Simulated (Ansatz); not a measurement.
# CH7FNPSi (SMILES CN(P)[SiH2]F): what the fields show

Input

```
crystal:
  periodic: [false, false, false]
  atoms:
    - { symbol: C, position_ang: [-0.92, 0.5383, 0.9605] }
    - { symbol: "N", position_ang: [0.1323, 0.18, 0.0749] }
    - { symbol: P, position_ang: [1.3393, -0.719, 0.8354] }
    - { symbol: Si, position_ang: [-0.0752, -0.415, -1.5077] }
    - { symbol: F, position_ang: [-1.2117, 0.5404, -2.2206] }
    - { symbol: H, position_ang: [-0.6054, 1.1304, 1.8363] }
    - { symbol: H, position_ang: [-1.6137, 1.2851, 0.4398] }
    - { symbol: H, position_ang: [-1.5289, -0.2566, 1.2763] }
    - { symbol: H, position_ang: [1.69, 0.2004, 1.9367] }
    - { symbol: H, position_ang: [2.4793, -0.3367, 0.0694] }
    - { symbol: H, position_ang: [-0.7391, -1.7886, -1.3935] }
    - { symbol: H, position_ang: [1.1301, -0.4138, -2.2735] }
basis:
  gaussian: { orbitals: def2-SVP }
hamiltonian:
  xc: pbe0
  dispersion: d4
relax:
  f_tol: 0.015
  max_steps: 40
output:
  orbitals: {}
```

Run with:

```sh
ansatz run input.yaml --threads 2 --pin off --max-ram 3072MiB --backend cpu --events-out ev --progress --plain --runs-dir out
```

The fields are those of the relaxed geometry.

Computed with RKS PBE0-D4/def2-SVP (Ansatz).

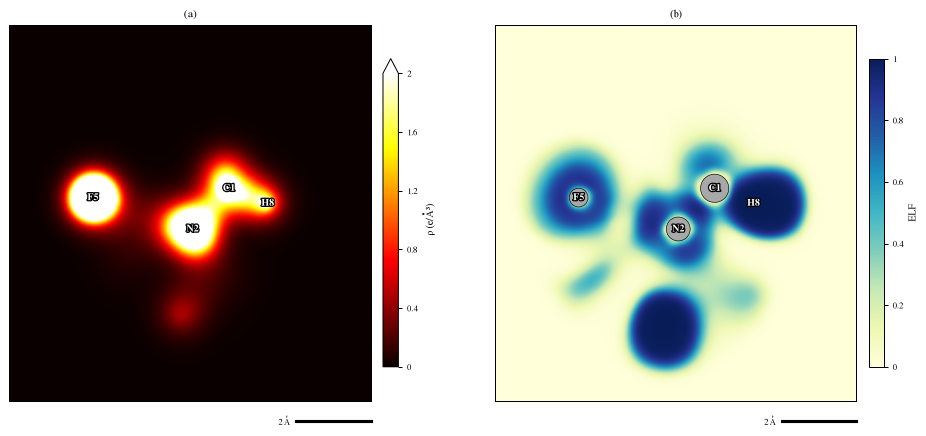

Figure 1. (a) electron density; (b) ELF on the plane of atoms N2, C1 and H8. Grey discs cover the atomic cores in the ELF map.

### Describe what can be read from this map.

Atoms in the plane: C, N, F and H.
C–N (1.46 Å): ρ at the midpoint is about 1.9 e/Å³; the ELF peaks at about 0.95 between the atoms, as expected for localised, covalent bonding.
C–H (1.10 Å): ρ at the midpoint is about 1.9 e/Å³; the ELF climbs to about 1 towards the hydrogen, as it does in any bond to H (a covalent bond by its length).
The ELF also peaks beside F5, away from the bonds: lone-pair regions.

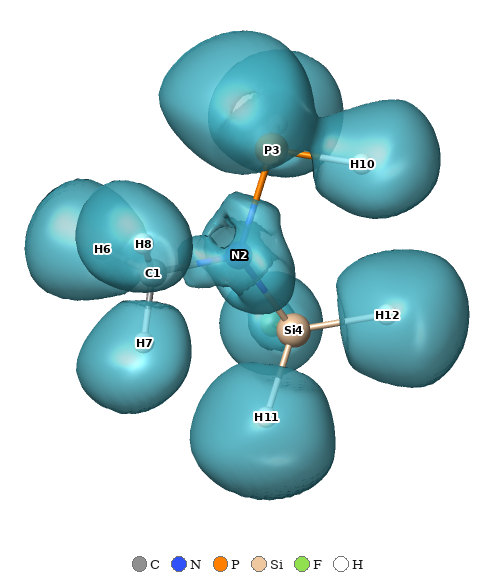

Figure 2. Isosurface of the ELF at 0.75 (cyan), seen at a tilt. Core shells and regions of very low density are left out.

### Describe the localisation domains.

At this value the surface marks out five regions around hydrogen nuclei, one region on N in which the atom's valence shell and bonds are merged, one region wrapped around F (its lone pairs, merged into a ring or cap) and one joined region spread over several atoms (H, P), in which their bonds and any lone pairs are merged.


 Si–F (1.63 Å): the ELF peaks at about 0.85 in the valence shell of F, 0.6 Å from its nucleus, and is about 0.45 at the midpoint.

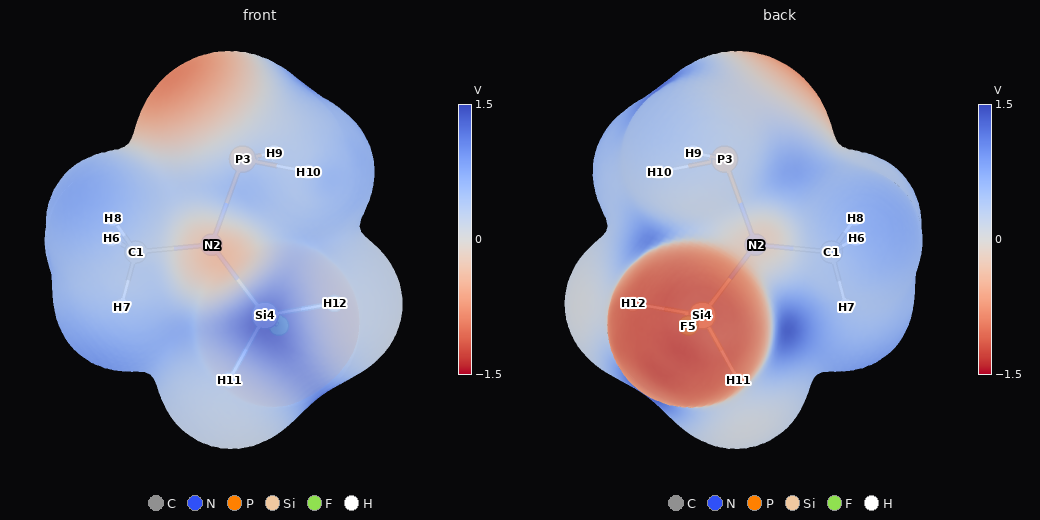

Figure 3. The electrostatic potential painted on the density surface at 0.002 e/bohr³, seen from the front and from behind; red is negative and blue positive.

### Describe the electrostatic potential map.

The most negative region (about −1.2 V, or −28 kcal/mol for a unit charge) lies over F5, the most positive (about +1.3 V, or +30 kcal/mol for a unit charge) over Si4.
